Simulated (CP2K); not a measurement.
Band structure of In₂Ni₃S₂ (R-3m, 7 atoms in the cell).

```
In2Ni3S2
1.0
    5.55565     0.00000     0.00000
    2.86317     4.76104     0.00000
    2.86317     1.61919     4.47724
In Ni S
2 3 2
Direct
  0.50000   0.50000   0.50000
  0.00000   0.00000   0.00000
  0.50000   0.00000   0.00000
  0.00000   0.50000   0.00000
  0.00000   0.00000   0.50000
  0.72308   0.72308   0.72308
  0.27692   0.27692   0.27692
```

Computed with LDA (Pade form), GPW, DZVP-MOLOPT-SR-GTH basis, GTH-PADE potentials (GTH_POTENTIALS) in CP2K.

Settings: CUTOFF = 600 Ry; REL_CUTOFF = 50 Ry; SMEAR/METHOD = FERMI_DIRAC; ELECTRONIC_TEMPERATURE = 1578.21 K; KPOINTS/SCHEME = MONKHORST-PACK 5 5 5; XC_FUNCTIONAL = PADE; In/BASIS_SET = DZVP-MOLOPT-SR-GTH-q13; In/POTENTIAL = GTH-PADE-q13; Ni/BASIS_SET = DZVP-MOLOPT-SR-GTH-q18; Ni/POTENTIAL = GTH-PADE-q18; S/BASIS_SET = DZVP-MOLOPT-SR-GTH-q6; S/POTENTIAL = GTH-PADE-q6; METHOD = GPW; EPS_DEFAULT = 1e-11.

The starting cell comes from a database of computed structures (which also holds hypothetical and non-ambient phases and stackings), without a prior relaxation at this level. Its lattice was rescaled by a random factor within 2.5 % of one. Spin polarisation is off, so a magnetic state, if there is one, cannot be reached. Values carry the incompleteness of an atom-centred basis.

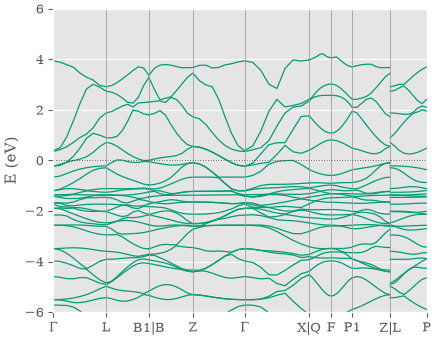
Figure: Bands along the path, energies from the Fermi level.

Levels in eV from the Fermi level, bands 43 to 48:
| point | 43 | 44 | 45 | 46 | 47 | 48 |
|---|---|---|---|---|---|---|
| Γ | -1.36 | -1.20 | -1.20 | -0.66 | -0.23 | -0.23 |
| L | -1.26 | -1.11 | -0.29 | -0.22 | 0.71 | 0.90 |
| B1 | -1.13 | -1.12 | -0.97 | -0.05 | 0.00 | 1.80 |
| Z | -1.23 | -0.66 | -0.09 | -0.09 | 0.55 | 0.55 |
| X | -1.11 | -1.08 | -0.89 | -0.36 | 0.40 | 1.76 |
| F | -1.16 | -0.97 | -0.90 | -0.59 | 0.81 | 1.08 |
| P1 | -1.19 | -1.12 | -0.87 | -0.37 | 0.48 | 1.95 |
| P | -1.19 | -1.12 | -0.87 | -0.37 | 0.48 | 1.95 |

Bands cross the Fermi level along this path, so the cell is metallic at this level.

Higher empty bands are left out: an atom-centred basis made for the valence describes them poorly.
